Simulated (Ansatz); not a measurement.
## Pressure series in Nb

Base system: Nb in the bcc (W type) structure (space group Im-3m, No. 229; a = 3.310 Å).

Cell and atoms are relaxed at each pressure.

Levels (all Ansatz, a first-principles code, PAW, earlier PAW set): PBE (420 eV, spin-orbit coupling left out); PBEsol (420 eV, without spin-orbit coupling).

The base cell above is that of PBE; each level relaxes its own structures.

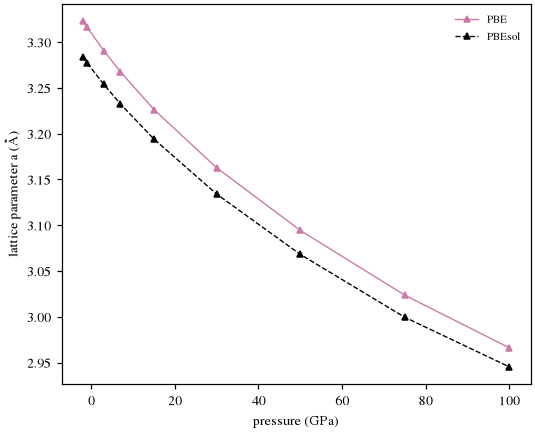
Figure. Lattice parameter a under two levels

Question: How do the two levels compare along the series?

Answer: PBE lies above PBEsol in every row, by 0.021 Å to 0.039 Å. They put the cases in the same order.

Load acts through the strain it causes; cell and atoms are relaxed under it. No phonon test of stability was made. Competing high-pressure phases were not computed. The final runs are not spin-polarised.
